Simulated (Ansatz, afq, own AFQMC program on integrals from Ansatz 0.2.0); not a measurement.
# NH3+ (doublet): AFQMC on the coupled-cluster ladder at scale of all distances = 1.315, 6-31G, part 2 of 2

Ansatz 0.2.0, Gaussian basis, and an in-house AFQMC program (afq) on its integrals; all values are calculated; 6-31G, frozen cores. The steps go on from the part before.

## Step 13: CCSDTQ on UHF

Contents of in.yaml:

```yaml
crystal:
  periodic: [false, false, false]
  atoms:
    - {symbol: N, position_ang: [0.000000, 0.000000, 0.000000]}
    - {symbol: H, position_ang: [1.346587, 0.018088, -0.000092]}
    - {symbol: H, position_ang: [-0.688959, 1.157129, -0.003632]}
    - {symbol: H, position_ang: [-0.657629, -1.175217, 0.003724]}
basis:
  gaussian: {orbitals: 6-31G}
total_charge: 1
magnetization: {spin_polarized: true, initial_magnetization: 1}
correlation: {method: ccsdtq, electrons: outside_noble_gas}
```

Command:

```
$ ansatz run in.yaml --threads 1 --pin off --events-out ev --progress --plain --max-ram 24576MiB --backend cuda --devices 0, --max-vram 18GiB
```

Log:

```text
Functional definition: HF
  name "HF"
  cite "Fock, Z. Phys. 61, 126 (1930) doi:10.1007/BF01340294"
  parent pbe
  exchange = exact_x
  correlation = 0
345 factors; integrals over basis functions are off by at most 2.0e-8 eV
mean field evaluation 1: about -1513.3370 eV, gradient 2.3e1 eV
mean field evaluation 2: about -1513.3359 eV, gradient 2.3e1 eV
mean field evaluation 4: about -1515.8091 eV, gradient 1.4e0 eV
mean field evaluation 8: about -1515.8772 eV, gradient 1.8e-1 eV
mean field evaluation 16: about -1515.8433 eV, gradient 8.6e-1 eV
mean field -1515.87858100 eV, -55.7075103523 hartree, gradient 4.0e-6 eV, S^2 0.815525; 0 other end points of the search recorded, 0 dependent functions left out
1 core orbitals not correlated: weight in the atoms' cores, before any rotation towards them, 1.000 or more for the frozen orbitals, at most 0.000 for the correlated occupied ones
reference -1515.87858100 eV, -55.7075103523 hartree; 4, 3 occupied and 10, 11 virtual orbitals, 345 factors
second order -2.91215276 eV of doubles, -0.00000000 eV of singles
cycle   1  -3.20506254 eV  change   -2.9e-1 eV  update   6.2e-2
cycle   2  -3.55805131 eV  change   -3.5e-1 eV  update   3.4e-2
cycle   3  -3.60476251 eV  change   -4.7e-2 eV  update   1.5e-2
cycle   4  -3.62661047 eV  change   -2.2e-2 eV  update   8.9e-3
cycle   5  -3.63851268 eV  change   -1.2e-2 eV  update   3.3e-3
cycle   6  -3.64013464 eV  change   -1.6e-3 eV  update   1.7e-3
cycle   7  -3.64102801 eV  change   -8.9e-4 eV  update   7.1e-4
cycle   8  -3.64148307 eV  change   -4.6e-4 eV  update   1.8e-4
cycle   9  -3.64145946 eV  change    2.4e-5 eV  update   5.5e-5
cycle  10  -3.64147525 eV  change   -1.6e-5 eV  update   3.0e-5
cycle  11  -3.64148390 eV  change   -8.6e-6 eV  update   1.7e-5
cycle  12  -3.64148915 eV  change   -5.3e-6 eV  update   7.2e-6
cycle  13  -3.64148804 eV  change    1.1e-6 eV  update   2.9e-6
cycle  14  -3.64148757 eV  change    4.7e-7 eV  update   7.4e-7
Total energy: -1519.52006857 eV, -55.8413325524 hartree
```

Run time: 15 s. Hardware: 1 × NVIDIA H100 80GB HBM3 with 1 thread of AMD EPYC 7R13 (Zen 3), shared host.

From the report: ⟨S²⟩ of the determinant 0.816 (pure doublet: 0.75); correlation -3.6415 eV; T1 0.025; largest double amplitude 0.08.

## Step 14: Phaseless AFQMC, CISD trial on UHF

It reads the integrals that the CCSD(T) run on this determinant wrote.

Command:

```
$ afq ham --method phaseless --trial cisd --walkers 4000 --populations 20 --least-time 60 --time-step 0.005 --steps-per-block 50 --equilibration-blocks 40 --max-blocks 4000 --target-error 0.00032 --factor-cut 1e-05 --start spin_pure --seed 7540 --release-times 0.24,0.51,0.99,1.62,2.4 --release-step 0.03 --release-every 3 --taylor-order 6
```

Log:

```text
orbitals 14  electrons 4 3  factors 82 of 228
reference energy -55.70751017 Eh
CCSD correlation -0.13079053 Eh in 11 cycles, weight of the determinant in the CISD state 0.9157
energy of the start -55.836994 Eh
 block  time / (1/Eh)  mean weight  energy / Eh
     1     0.250  0.9999  -55.836527
     2     0.500  1.0000  -55.837509
     3     0.750  1.0000  -55.838473
     4     1.000  0.9999  -55.839029
     5     1.250  1.0001  -55.839520
     6     1.500  0.9998  -55.839868
     7     1.750  1.0000  -55.840381
     8     2.000  0.9999  -55.840419
     9     2.250  0.9999  -55.840604
    10     2.500  1.0000  -55.840523
    11     2.750  1.0000  -55.840791
    13     3.250  1.0001  -55.840334
    15     3.750  1.0002  -55.840603
    17     4.250  1.0000  -55.842246
    19     4.750  1.0002  -55.841809
    21     5.250  1.0001  -55.840917
    23     5.750  0.9998  -55.841139
    25     6.250  1.0001  -55.841549
    27     6.750  0.9999  -55.841649
    29     7.250  1.0001  -55.840711
    31     7.750  1.0000  -55.840952
    33     8.250  0.9999  -55.841260
    35     8.750  1.0002  -55.841462
    37     9.250  1.0000  -55.841337
    39     9.750  1.0000  -55.842347
    41    10.250  1.0000  -55.841496
    43    10.750  0.9999  -55.842447
    45    11.250  0.9999  -55.842885
    47    11.750  1.0002  -55.841559
    49    12.250  1.0000  -55.840893
    51    12.750  1.0001  -55.841262
    53    13.250  0.9999  -55.841738
    55    13.750  0.9999  -55.841966
    57    14.250  0.9999  -55.840391
    59    14.750  1.0002  -55.841412
    61    15.250  1.0002  -55.841552
    63    15.750  1.0000  -55.842865
    65    16.250  1.0002  -55.841305
    67    16.750  0.9998  -55.841163
    69    17.250  1.0000  -55.842512
    71    17.750  1.0001  -55.841497
    73    18.250  1.0001  -55.841395
    75    18.750  0.9999  -55.840855
    77    19.250  0.9999  -55.841545
    79    19.750  1.0000  -55.840727
    81    20.250  1.0000  -55.840406
    83    20.750  1.0000  -55.841417
    85    21.250  0.9999  -55.841739
    87    21.750  0.9999  -55.840745
    89    22.250  1.0000  -55.841107
error from the spread of 20 populations
released: time / (1/Eh)  energy / Eh  error  mean overlap
  0.24  -55.841463  0.000113  1.0005
  0.51  -55.841360  0.000079  1.0003
  0.99  -55.841254  0.000060  0.9999
  1.62  -55.841435  0.000060  0.9973
  2.40  -55.841367  0.000055  0.9938
energy -55.841368 +/- 0.000130 Eh
```

Wall time 34 s (1 × NVIDIA H100 80GB HBM3 with 2 threads of AMD EPYC 7R13 (Zen 3), shared host).

Energy -1519.5210 ± 0.0035 eV. Caveats: constraint bias not in the error.

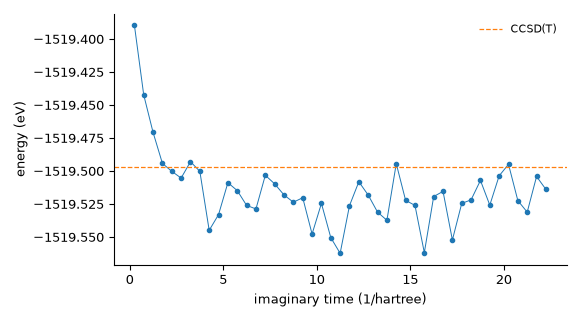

Block energies along the walk.

## Step 15: Phaseless AFQMC, single-determinant trial on UHF (settings varied)

It reads the integrals that the CCSD(T) run on this determinant wrote.

Command:

```
$ afq ham --method phaseless --trial hf --walkers 80 --populations 1 --least-time 40 --time-step 0.01 --steps-per-block 50 --equilibration-blocks 20 --max-blocks 40 --target-error 0.00128 --factor-cut 1e-05 --start determinant --seed 1296 --taylor-order 8
```

Log:

```text
orbitals 14  electrons 4 3  factors 82 of 228
reference energy -55.70751017 Eh
CCSD correlation -0.13079053 Eh in 11 cycles, weight of the determinant in the CISD state 0.9157
energy of the start -55.707510 Eh
 block  time / (1/Eh)  mean weight  energy / Eh
     1     0.500  1.0027  -55.786278
     2     1.000  1.0034  -55.832895
     3     1.500  1.0020  -55.826309
     4     2.000  1.0020  -55.828621
     5     2.500  0.9967  -55.855008
     6     3.000  0.9990  -55.859204
     7     3.500  1.0035  -55.900475
     8     4.000  0.9975  -55.844391
     9     4.500  1.0012  -55.846244
    10     5.000  1.0000  -55.822299
    11     5.500  1.0011  -55.828884
    12     6.000  0.9971  -55.811979
    13     6.500  1.0041  -55.818535
    14     7.000  1.0014  -55.810263
    15     7.500  0.9972  -55.827649
    16     8.000  1.0001  -55.850055
    17     8.500  0.9985  -55.827923
    18     9.000  1.0008  -55.815332
    19     9.500  0.9999  -55.837467
    20    10.000  1.0019  -55.829243
    21    10.500  1.0043  -55.836447
    22    11.000  0.9956  -55.826406
    23    11.500  0.9985  -55.818427
    24    12.000  1.0046  -55.828942
    25    12.500  1.0010  -55.855609
    26    13.000  0.9997  -55.863575
    27    13.500  1.0024  -55.847305
    28    14.000  0.9993  -55.846923
    29    14.500  0.9973  -55.842999
    30    15.000  1.0015  -55.893767
    31    15.500  0.9997  -55.875021
    32    16.000  0.9969  -55.842841
    33    16.500  0.9992  -55.816802
    34    17.000  0.9991  -55.853411
    35    17.500  1.0016  -55.830677
    36    18.000  1.0006  -55.835956
    37    18.500  0.9968  -55.813415
    38    19.000  1.0001  -55.831733
    39    19.500  1.0005  -55.857879
    40    20.000  0.9987  -55.824802
    41    20.500  1.0018  -55.846031
    42    21.000  0.9997  -55.814917
    43    21.500  1.0035  -55.827523
    44    22.000  1.0044  -55.856928
    45    22.500  0.9993  -55.858317
    46    23.000  0.9988  -55.855310
    47    23.500  0.9984  -55.897928
    48    24.000  1.0014  -55.905965
    49    24.500  0.9979  -55.862263
    50    25.000  1.0012  -55.862744
    51    25.500  0.9976  -55.845199
    52    26.000  1.0015  -55.869957
    53    26.500  1.0008  -55.837522
    54    27.000  1.0009  -55.835351
    55    27.500  1.0002  -55.847132
    56    28.000  1.0004  -55.856586
    57    28.500  0.9975  -55.856531
    58    29.000  0.9970  -55.846246
    59    29.500  0.9991  -55.852495
    60    30.000  1.0006  -55.820116
blocks merged  error / Eh  count
     1  0.003424  40
     2  0.004146  20
     4  0.005201  10
energy -55.847454 +/- 0.004146 Eh
```

Run time: 15 s. Hardware: 1 × NVIDIA H100 80GB HBM3 with 2 threads of AMD EPYC 7R13 (Zen 3), shared host.

Energy -1519.6866 ± 0.1128 eV. The run doesn't count as converged. Caveats: constraint bias not in the error; error not settled; error above the target.

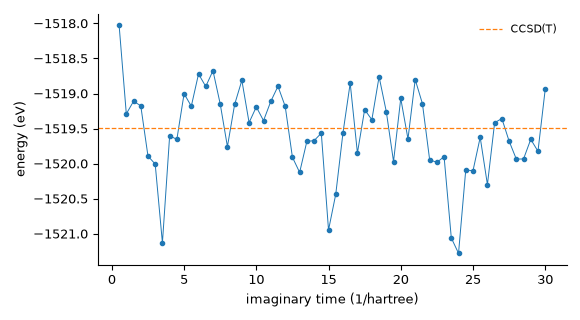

Block energies along the walk.

## Step 16: All levels side by side

The full CI on restricted orbitals is not used as the yardstick for these unrestricted rows.

On the UHF determinant, counted from CCSDTQ (a yardstick, not exact):

| level | energy (eV) | from CCSDTQ (kcal/mol) | statistical error (kcal/mol) | time |
| --- | --- | --- | --- | --- |
| HF | -1515.8786 | +83.97 |  |  |
| MP2 | -1518.7907 | +16.82 |  |  |
| CCSD | -1519.4376 | +1.90 |  |  |
| CCSD(T) | -1519.4969 | +0.53 |  |  |
| CCSDT(Q) | -1519.5204 | -0.01 |  |  |
| CCSDTQ | -1519.5201 | 0.00 |  |  |
| Phaseless AFQMC, CISD trial, step 0.005, 4000 walkers | -1519.5210 | -0.02 | 0.08 | 34 s |

The functionals' totals stand on their own zeros and serve differences with other points: PBE -1523.433 eV; r2SCAN -1524.262 eV; PBE0 -1523.272 eV; B3LYP -1525.240 eV; wB97M-V -1524.185 eV; B2PLYP -1522.985 eV.

## Step 17: Summary of results

What follows sums up all 2 parts.

| quantity | value |
| --- | --- |
| CCSD(T) on UHF from CCSDTQ | +0.53 kcal/mol |
| Phaseless AFQMC, CISD trial on UHF from CCSDTQ | -0.02 ± 0.08 kcal/mol |

On UHF the phaseless walk with the CISD trial lies -0.02 kcal/mol from CCSDTQ, within three error bars. Error bars are statistical and leave out the constraint, the time step and what remains of the start.
